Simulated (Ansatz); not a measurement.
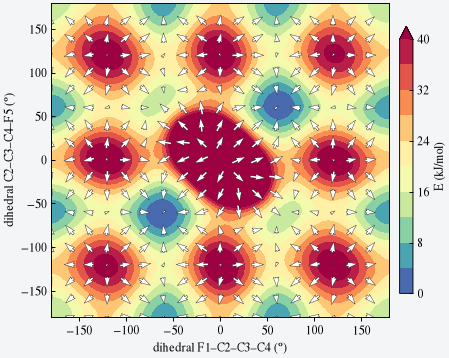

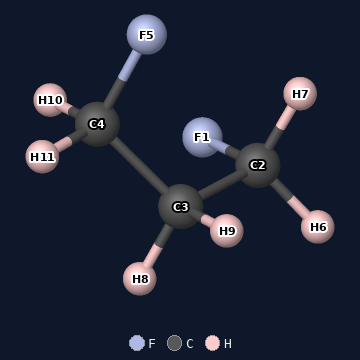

Energy landscape of C₃H₆F₂, SMILES FCCCF. First axis: dihedral F1–C2–C3–C4. Second axis: dihedral C2–C3–C4–F5. Nothing is relaxed (all other coordinates rigid). The grid has 18 × 18 points; 171 points were computed and 153 follow by symmetry. Energies are in kJ/mol, from the lowest grid point. Theory: Ansatz 0.2.0, RKS PBE0-D4/def2-SVP.

In the figure: filled contours, arrows along the force (downhill), their lengths compressed, one colour for all values above the top of the scale. Between grid points the surface is interpolated. The second picture is the structure at the lowest point.

Summarise what can be read from the map.

Answer. The lowest grid point is at dihedral F1–C2–C3–C4 = −60°, dihedral C2–C3–C4–F5 = −60°. There are further wells near dihedral F1–C2–C3–C4 = 60°, dihedral C2–C3–C4–F5 = 60° (0.35 kJ/mol above the lowest at that grid point); dihedral F1–C2–C3–C4 = −180°, dihedral C2–C3–C4–F5 = −60° (5.4 kJ/mol above the lowest at that grid point); dihedral F1–C2–C3–C4 = −180°, dihedral C2–C3–C4–F5 = 60° (5.4 kJ/mol above the lowest at that grid point). The highest grid point, dihedral F1–C2–C3–C4 = 0°, dihedral C2–C3–C4–F5 = 0°, lies 173.5 kJ/mol above the lowest. On the interpolated surface the easiest way out of the lowest well to the well at dihedral F1–C2–C3–C4 = −180°, dihedral C2–C3–C4–F5 = −60° passes a barrier of about 19 kJ/mol. Round the minimum the contours are nearly round: the two directions are equally stiff and uncoupled.

Grid values (kJ/mol):

| dihedral C2–C3–C4–F5 ↓, dihedral F1–C2–C3–C4 → | −180 | −140 | −100 | −60 | −20 | 20 | 60 | 100 | 140 |
| --- | --- | --- | --- | --- | --- | --- | --- | --- | --- |
| 140 | 21.4 | 36.0 | 33.0 | 17.0 | 35.4 | 32.3 | 16.0 | 32.5 | 32.9 |
| 100 | 18.8 | 32.5 | 35.2 | 19.6 | 32.6 | 32.5 | 12.9 | 28.7 | 32.5 |
| 60 | 5.4 | 17.0 | 20.2 | 15.2 | 32.5 | 19.2 | 0.3 | 12.9 | 16.0 |
| 20 | 20.1 | 35.9 | 33.6 | 32.8 | 126.2 | 74.8 | 19.2 | 32.5 | 32.3 |
| −20 | 19.8 | 32.1 | 32.8 | 18.7 | 74.1 | 126.2 | 32.5 | 32.6 | 35.4 |
| −60 | 5.4 | 16.0 | 13.2 | 0.0 | 18.7 | 32.8 | 15.2 | 19.6 | 17.0 |
| −100 | 19.3 | 33.1 | 29.6 | 13.2 | 32.8 | 33.6 | 20.2 | 35.2 | 33.0 |
| −140 | 21.7 | 33.1 | 33.1 | 16.0 | 32.1 | 35.9 | 17.0 | 32.5 | 36.0 |
| −180 | 11.8 | 21.7 | 19.3 | 5.4 | 19.8 | 20.1 | 5.4 | 18.8 | 21.4 |

The table holds every second grid line.

The whole map (171 points run) took 6.6 min on 1 thread of Intel(R) Xeon(R) 6975P-C (Granite Rapids), with other jobs on the host.
